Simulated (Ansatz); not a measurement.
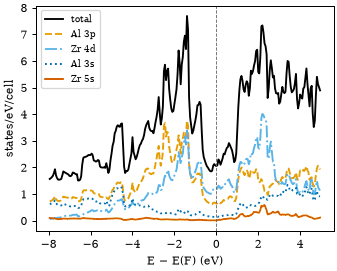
Fig. 1. Total and projected density of states of ZrAl3 in space group I4/mmm (No. 139; Al on 4c, Al on 4d, Al on 4e, Zr on 4e), the program Ansatz at the PBEsol level (PAW)

### Question
Which orbitals carry the states next to the Fermi level?

### Answer
Within 0.5 eV of the Fermi level: Zr 4d 55 %, Al 3p 32 %, Al 3s 8 %. Projections are on Löwdin-orthogonalised atomic valence shells; empty p or d shells of many metals are not among them.

### Question
Where is the tallest occupied peak in this window, and what makes it?

### Answer
Near -1.4 eV, about 7.7 states/eV per cell; the largest projected share is Al 3p.

The workflow started from an entry of the Crystallography Open Database (COD). Whether it is the stable phase at ambient conditions was not checked. Symmetry was held in the PBEsol relaxation; whether a distortion lowers the energy is not shown. The run is not spin-polarised. Scalar-relativistic: spin–orbit coupling is off unless named, which matters more the heavier the elements.

Potentials: the later of the program's two PAW sets.
